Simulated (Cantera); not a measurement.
Input: 1 mol trisilylamine, 5.6 mol NH3, 1.8 mol N2, held at 0.0100 bar.

Cantera equilibrium calculation (NASA polynomials, part measured and part estimated; ideal gas, pure solids and liquids). Candidate condensed phases: Si, Si3N4; 18 gas species. The feed counts by its element totals alone. The tables' values for SiN are old estimates; treat these amounts as uncertain. Gases not in the tables: Si2H6 and higher silanes. Rates play no part.

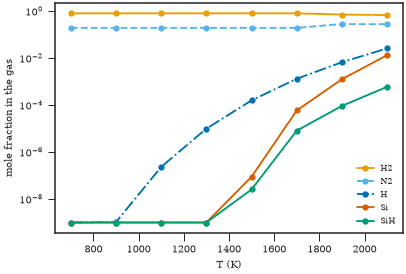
*Equilibrium gas composition (values under 1e-9 drawn at 1e-9)*

From 700 K to 1700 K the condensed part is Si3N4(s). From 1900 K to 2100 K the condensed part is Si(l).
